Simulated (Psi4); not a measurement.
# C3H7F (2-fluoropropane) at MP2/cc-pVDZ

What is the vertical ionisation energy of C3H7F (2-fluoropropane) at MP2/cc-pVDZ? 

Program for the calculation: Psi4 1.11.

3 further runs of the same task are left out: 3 set aside as unsound or not needed.

**1. Starting point**

C3H7F has 11 atoms, charge 0, and is taken as a singlet. As SMILES, `CC(C)F`. Geometry: relaxed at PBE0-D4/def2-TZVP.

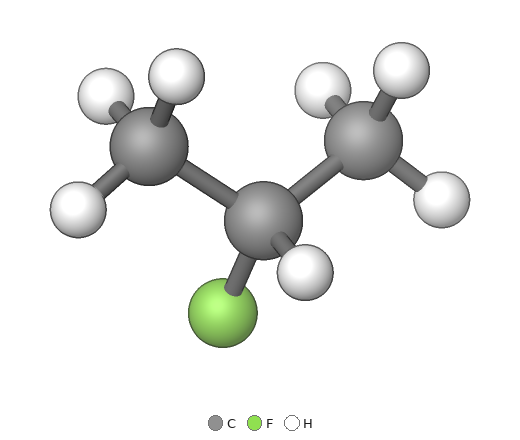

Viewed from a chosen angle; carbon grey, fluorine green, hydrogen white.

**2. The energy at MP2/cc-pVDZ**

c3h7f.json

```json
{
 "schema_name": "qcschema_input",
 "schema_version": 1,
 "molecule": {
  "schema_name": "qcschema_molecule",
  "schema_version": 2,
  "symbols": ["C", "C", "C", "F", "H", "H", "H", "H", "H", "H", "H"],
  "geometry": [-0.44314078, 1.97495277, -1.32847747, -0.90631265, -0.57939003, -0.15363473, 1.18372444, -1.44790816, 1.5773544, -1.16048081, -2.34779574, -2.09457244, -1.96890565, 2.46306903, -2.62671931, -0.34128454, 3.42815216, 0.13417055, 1.33735918, 1.9726851, -2.37349601, -2.71478055, -0.58052387, 0.85736874, 2.98293269, -1.49042699, 0.565784, 0.78858271, -3.33857914, 2.2990408, 1.36589404, -0.16176056, 3.18192085],
  "molecular_charge": 0,
  "molecular_multiplicity": 1,
  "fix_symmetry": "c1"
 },
 "driver": "energy",
 "model": {
  "method": "mp2",
  "basis": "cc-pVDZ"
 },
 "keywords": {
  "puream": true,
  "e_convergence": 1e-09,
  "d_convergence": 1e-08,
  "scf_type": "pk",
  "num_frozen_docc": 4,
  "mp2_type": "conv"
 }
}
```

Command:

```sh
$ psi4 --qcschema c3h7f.json -n 1 --memory 1600MB
```

stdout (excerpt; [...] marks lines left out):

```text
[...]
  Running in c1 symmetry.
[...]
  Nuclear repulsion =  133.058599243021121
[...]
  Multiplicity = 1
[...]
  Nalpha       = 17
  Nbeta        = 17
[...]
    Number of basis functions: 91
[...]
   @RHF iter   1:  -217.02675428709927   -5.69710e-01   4.55162e-03 DIIS/ADIIS
[...]
   @RHF iter  11:  -217.13389859753718   -2.72848e-12   4.32279e-09 DIIS
[...]
    Orbital Energies [Eh]
    ---------------------
    Doubly Occupied:
       1A    -26.261013     2A    -11.308598     3A    -11.228306
       4A    -11.228286     5A     -1.573454     6A     -1.066917
       7A     -0.951748     8A     -0.819063     9A     -0.698718
      10A     -0.661639    11A     -0.648674    12A     -0.584328
      13A     -0.552310    14A     -0.548810    15A     -0.535783
      16A     -0.484846    17A     -0.478866
[...]
  @RHF Final Energy:  -217.13389859753718
   => Energetics <=
    Nuclear Repulsion Energy =            133.0585992430211206
    One-Electron Energy =                -561.1222785073547357
    Two-Electron Energy =                 210.9297806667964039
    Total Energy =                       -217.1338985975371827
[...]
 Multipole Moments:
 ------------------------------------------------------------------------------------
     Multipole            Electronic (a.u.)      Nuclear  (a.u.)        Total (a.u.)
 ------------------------------------------------------------------------------------
 L = 1.  Multiply by 2.5417464519 to convert [e a0] to [Debye]
 Dipole X            :         -2.2590395            2.3802645            0.1212250
 Dipole Y            :         -3.8072398            4.3660588            0.5588190
 Dipole Z            :         -3.2198155            3.8102795            0.5904640
 Magnitude           :                                                    0.8219622
[...]
	SCS-MP2 Total Energy (a.u.)        :  -217.74872664603643
	SOS-MP2 Total Energy (a.u.)        :  -217.69965572908021
	SCSN-MP2 Total Energy (a.u.)       :  -217.39299303906611
[...]
	SOS-PI-MP2 Total Energy (a.u.)     :  -217.79394858433736
[...]
	MP2 Total Energy (a.u.)            :  -217.75257562469176
[...]
```

The result, in JSON:

```text
{
 "driver": "energy",
 "model": {
  "method": "mp2",
  "basis": "cc-pVDZ"
 },
 "success": true,
 "return_result": -217.75257562469176,
 "properties": {
  "calcinfo_nbasis": 91,
  "calcinfo_nmo": 91,
  "calcinfo_nalpha": 17,
  "calcinfo_nbeta": 17,
  "calcinfo_natom": 11,
  "nuclear_repulsion_energy": 133.05859924302112,
  "return_energy": -217.75257562469176,
  "scf_one_electron_energy": -561.1222785073547,
  "scf_two_electron_energy": 210.9297806667964,
  "scf_dipole_moment": [0.12122498385888392, 0.5588189979312013, 0.5904639715620617],
  "scf_total_energy": -217.13389859753718,
  "scf_iterations": 11,
  "mp2_same_spin_correlation_energy": -0.1472127508687221,
  "mp2_opposite_spin_correlation_energy": -0.47146427628584386,
  "mp2_singles_energy": 0.0,
  "mp2_doubles_energy": -0.6186770271545659,
  "mp2_correlation_energy": -0.6186770271545754,
  "mp2_total_energy": -217.75257562469176
 }
}
```

Wall time 10 s (1 thread of Intel Xeon Platinum 8259CL at 2.50GHz (Skylake/Cascade Lake), shared host); peak memory 0.47 GiB.

**3. The doublet cation**

job.py

```python
import psi4

psi4.set_memory('1600 MB')
psi4.set_num_threads(1)
psi4.set_output_file('run.log', False)

m = psi4.geometry("""
1 2
C     -0.234500     1.045100    -0.703000
C     -0.479600    -0.306600    -0.081300
C      0.626400    -0.766200     0.834700
F     -0.614100    -1.242400    -1.108400
H     -1.041900     1.303400    -1.390000
H     -0.180600     1.814100     0.071000
H      0.707700     1.043900    -1.256000
H     -1.436600    -0.307200     0.453700
H      1.578500    -0.788700     0.299400
H      0.417300    -1.766700     1.216600
H      0.722800    -0.085600     1.683800
symmetry c1
""")

psi4.set_options({
    'basis': 'cc-pVDZ',
    'reference': 'uhf',
    'puream': True,
    'e_convergence': 1e-09,
    'd_convergence': 1e-08,
    'scf_type': 'pk',
    'num_frozen_docc': 4,
    'mp2_type': 'conv',
    'maxiter': 200,
})

e, wfn = psi4.energy('mp2', molecule=m, return_wfn=True)
print(f'mp2 energy: {e:.10f} Eh')
```

Command:

```sh
$ python job.py
```

run.log (excerpt; [...] marks lines left out):

```text
[...]
  Running in c1 symmetry.
[...]
  Nuclear repulsion =  133.058599214639941
[...]
  Multiplicity = 2
[...]
  Nalpha       = 17
  Nbeta        = 16
[...]
    Number of basis functions: 91
[...]
   @UHF iter   1:  -216.58721420347001   -1.30170e-01   4.47859e-03 DIIS/ADIIS
[...]
   @UHF iter  27:  -216.69913728065930   -2.47269e-12   5.22088e-09 DIIS
[...]
   @S^2 Observed:                7.660297739E-01
[...]
    Orbital Energies [Eh]
    ---------------------
    Alpha Occupied:
       1A    -26.591718     2A    -11.632042     3A    -11.478810
       4A    -11.478626     5A     -1.891070     6A     -1.363081
       7A     -1.208007     8A     -1.123314     9A     -1.014702
      10A     -0.953036    11A     -0.944657    12A     -0.871659
      13A     -0.813842    14A     -0.796168    15A     -0.779703
      16A     -0.777691    17A     -0.747212
    Alpha Virtual:
      18A     -0.036106    19A      0.007108    20A      0.029910
      21A      0.039976    22A      0.060359    23A      0.072598
      24A      0.094555    25A      0.102158    26A      0.136534
[...]
  @UHF Final Energy:  -216.69913728065930
   => Energetics <=
    Nuclear Repulsion Energy =            133.0585992146399406
    One-Electron Energy =                -551.8762152308814848
    Two-Electron Energy =                 202.1184787355822721
    Total Energy =                       -216.6991372806593006
  UHF NO Occupations:
  HONO-2 :   15  A 1.9983676
  HONO-1 :   16  A 1.9961089
[...]
 Multipole Moments:
 ------------------------------------------------------------------------------------
     Multipole            Electronic (a.u.)      Nuclear  (a.u.)        Total (a.u.)
 ------------------------------------------------------------------------------------
 L = 1.  Multiply by 2.5417464519 to convert [e a0] to [Debye]
 Dipole X            :         -2.3930886            2.3802645           -0.0128242
 Dipole Y            :         -3.4998679            4.3660588            0.8661910
 Dipole Z            :         -2.7809660            3.8102795            1.0293135
 Magnitude           :                                                    1.3453391
[...]
	SCS-MP2 Total Energy (a.u.)        :  -217.30962893443103
	SOS-MP2 Total Energy (a.u.)        :  -217.30515980187118
	SCSN-MP2 Total Energy (a.u.)       :  -216.96887267842132
[...]
	SOS-PI-MP2 Total Energy (a.u.)     :  -217.35177691888751
[...]
	MP2 Total Energy (a.u.)            :  -217.31856719955073
[...]
```

Standard output:

```text
mp2 energy: -217.3185671996 Eh
```

Run time: 13 s. Hardware: 1 thread of Intel Xeon Platinum 8259CL at 2.50GHz (Skylake/Cascade Lake), shared host; peak memory 0.47 GiB.

**4. What came out**

Level: MP2/cc-pVDZ, 4 core orbitals frozen.

| quantity | value |
| --- | --- |
| singlet C3H7F: total energy | -217.75258 Eh |
| singlet C3H7F: HOMO energy (Hartree–Fock orbitals) | -13.03 eV |
| singlet C3H7F: LUMO energy (Hartree–Fock orbitals) | 4.88 eV |
| singlet C3H7F: HOMO–LUMO gap (Hartree–Fock orbitals) | 17.91 eV |
| singlet C3H7F: correlation energy (4 core orbitals frozen) | -618.7 mEh |
| doublet cation: total energy | -217.31857 Eh |
| doublet cation: HOMO energy (Hartree–Fock orbitals) (highest over α and β) | -20.10 eV |
| doublet cation: LUMO energy (Hartree–Fock orbitals) (lowest over α and β) | -10.57 eV |
| doublet cation: correlation energy (4 core orbitals frozen) | -619.4 mEh |
| doublet cation: ⟨S²⟩ of the reference determinant | 0.766 |
| vertical ionisation energy (to the doublet cation) | 11.810 eV |

The vertical ionisation energy comes to 11.81 eV (272 kcal/mol).
